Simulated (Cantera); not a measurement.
A closed system holds: 1 mol CaF2, 4.4 mol H2, equilibrated at 1600 K.

These are equilibrium values from Cantera (NASA tables, ideal gas, pure condensed phases), not measurements of a reactor. Candidate condensed phases: Ca, CaF2; 15 gas species. Equilibrium is a limit: real reactors are often held back by kinetics, nucleation or transport.

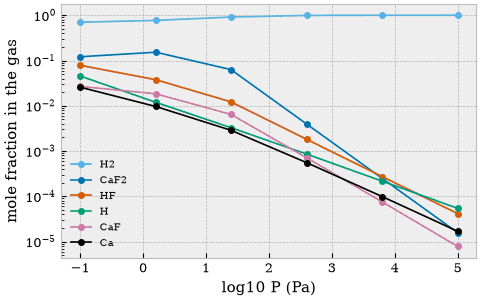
*Equilibrium gas composition (values under 1e-9 drawn at 1e-9)*

**Question.** Read off the mole fractions at 63.0 mbar.

**Answer.** H2 about 1.00, HF about 0.00027, CaF2 about 0.00025, H about 0.00022, Ca about 9.9e-5, CaF about 7.5e-5.
